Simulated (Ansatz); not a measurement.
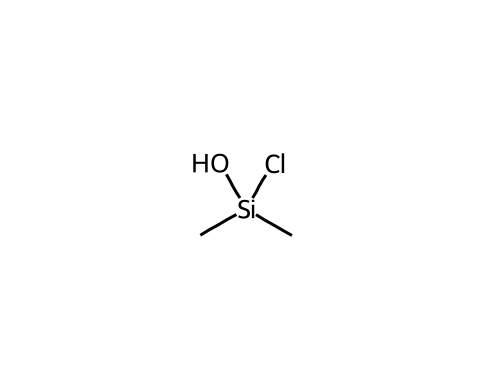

(Drawn from a calculation with Ansatz.)

A structural formula.

Write the SMILES.

Answer. C[Si](C)(O)Cl

What is the molecular formula?

Answer. C2H7ClOSi.

An optimisation with PBE0-D4/def2-TZVP gave a structure of which point group?

Answer. C1.
